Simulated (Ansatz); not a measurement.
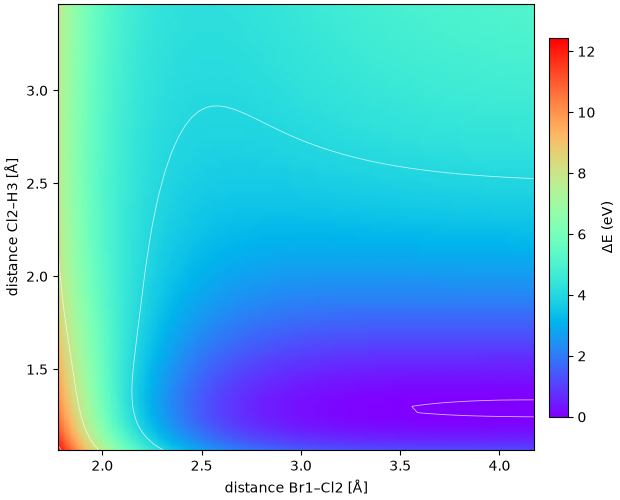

The system Br⁻ + ClH. Coordinates scanned: (1) distance Br1–Cl2; (2) distance Cl2–H3. Nothing is relaxed (the angle Br1–Cl2–H3 is fixed at 120 degrees). The scan uses a 17 × 17 grid. Points are written as (first, second). Energies: eV, counted from the lowest grid point. The reference is spin-restricted, so regions where a bond is pulled apart into radicals lie too high. Method: RKS PBE0-D4/def2-SVPD (Ansatz 0.2.0).

The picture shows a smooth colour map with a few white contour lines. Between grid points the surface is interpolated.

The lowest grid point is at (4.176 Å, 1.336 Å). It lies in a valley that leaves the map towards separated partners. The highest grid point, (1.776 Å, 1.064 Å), lies 12.4 eV above the lowest.

The level of theory is changed to Ansatz, RKS PBE-D4/def2-TZVPD; with it change the reference geometry, relaxed at the new level.

Q: What will the new map look like?

A: The minimum (interpolated where it lies between grid points) moves from (4.176 Å, 1.336 Å) to (3.983 Å, 1.336 Å). The span from the lowest to the highest grid point shrinks from 12.4 to 11.1 eV.

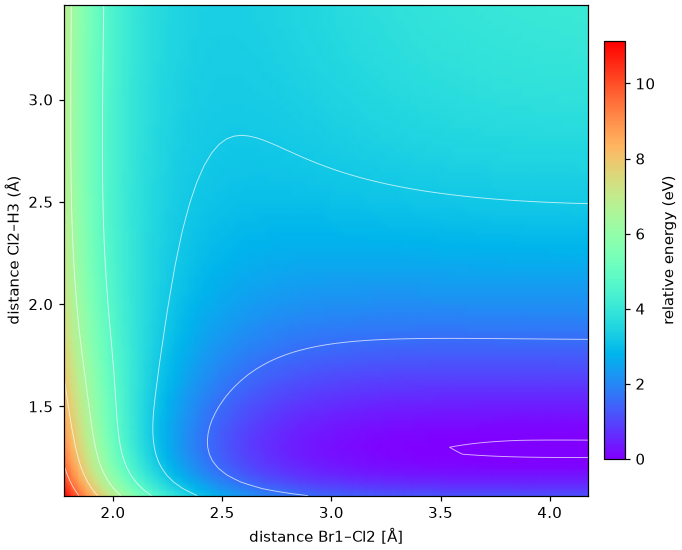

The map after the change, on a colour scale of its own. In the figure: a smooth colour map with a few white contour lines. Between grid points the surface is interpolated.
